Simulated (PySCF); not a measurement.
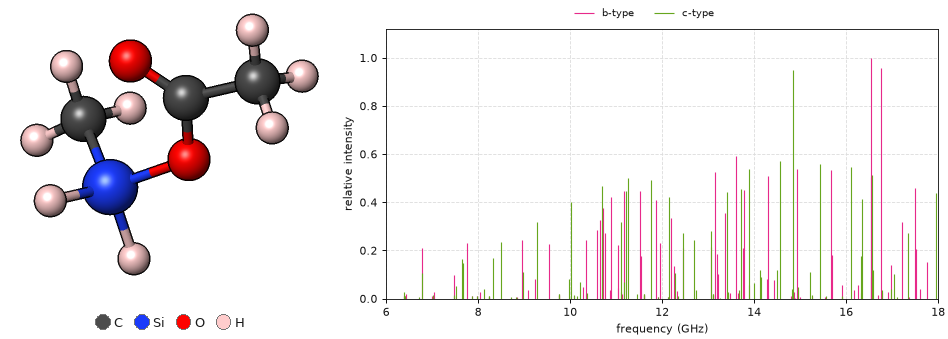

C₃H₈O₂Si, SMILES C[SiH2]OC(C)=O. Simulated rotational absorption lines between 6 and 18 GHz at 5 K: rigid rotor with the equilibrium constants and dipole of one optimised conformer (PBE0-D3(BJ)/def2-SVP, PySCF 2.14.0), commonest isotopes; no centrifugal distortion, hyperfine structure, internal rotation or nuclear-spin weights; lines within 1 MHz of each other are summed. Lines of different type are drawn apart.

> What are the rotational constants, and what kind of rotor is it?

Rotational constants A, B, C = 5.913, 1.763, 1.560 GHz; Ray's κ = −0.91, a near-prolate asymmetric top.

> Assign the strongest lines, as J(Ka,Kc).

```csv
GHz,upper,lower,type,relative intensity
16.54,"4(1,4)","3(0,3)",b,1.00
16.76,"6(0,6)","5(1,5)",b,0.96
14.83,"3(1,2)","2(0,2)",c,0.95
13.61,"3(1,3)","2(0,2)",b,0.59
14.56,"5(2,3)","5(1,5)",c,0.57
15.44,"6(2,4)","6(1,6)",c,0.56
16.11,"7(0,7)","6(1,5)",c,0.55
14.94,"6(2,5)","6(1,6)",b,0.54
```

Caveats: coarse grid, loose stop and no frequency check, small forces are noise and the end may be a saddle.
